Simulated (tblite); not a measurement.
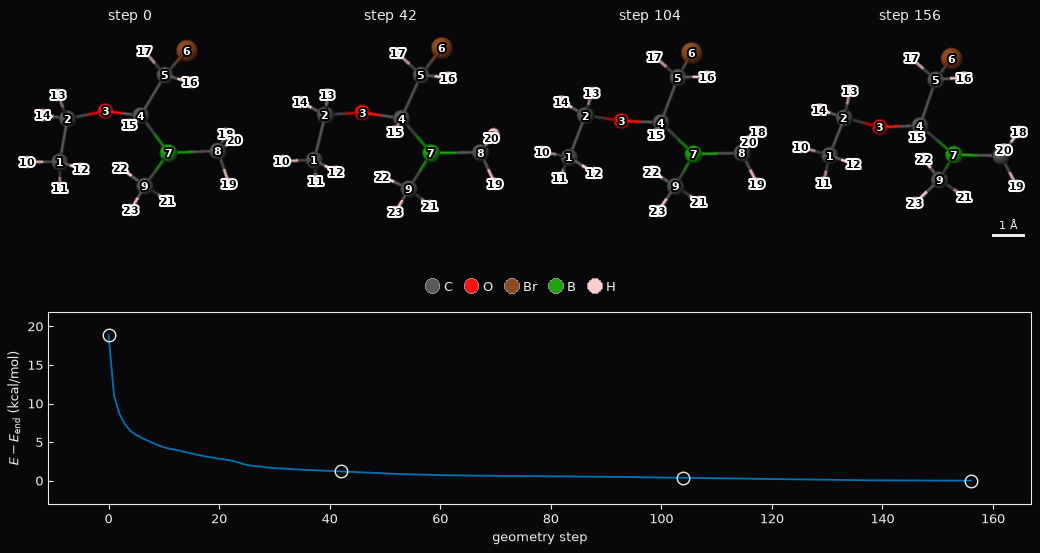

Frames of a relaxation of C6H14BBrO, marked on the history of the run. A ball-and-stick model, seen at a tilt.

The calculation used tblite 0.8.0, GFN2-xTB geometry optimisation, gas phase. 

Describe the path.

The largest move after the best rigid fit is that of H22, 1.13 Å. Largest moves by element: H 1.13 Å, C 0.82 Å, Br 0.69 Å, O 0.54 Å, B 0.40 Å. Near-neighbour distances that change, for instance: C2–O3 1.354 → 1.409 Å, B7–C9 1.614 → 1.563 Å, C2–H14 1.141 → 1.094 Å, C5–Br6 1.905 → 1.949 Å. Bond angles that change, for instance: H18–C8–H20 114.9° → 106.7°, C8–B7–C9 114.7° → 122.6°, H22–C9–H23 111.7° → 104.7°. Groups turn about O3–C4 by about 35°, C4–B7 by about 35°, C2–O3 by about 25°. After 156 geometry steps the energy has fallen by 18.9 kcal/mol. From step 0 to 42: H14 moves most (0.56 Å), energy −17.7 kcal/mol. From step 42 to 104: H11 moves most (0.59 Å), energy −0.83 kcal/mol. From step 104 to 156: H22 moves most (0.62 Å), energy −0.38 kcal/mol.

```csv
step,"E − E(0), kcal/mol"
0,0.00
1,-7.90
2,-10.26
3,-11.60
4,-12.45
5,-12.95
6,-13.33
7,-13.66
8,-14.00
9,-14.30
10,-14.56
18,-15.81
25,-16.84
33,-17.39
41,-17.65
48,-17.88
56,-18.09
64,-18.21
71,-18.26
79,-18.31
87,-18.35
95,-18.42
102,-18.49
110,-18.55
118,-18.66
125,-18.71
133,-18.80
141,-18.84
148,-18.86
156,-18.89
```
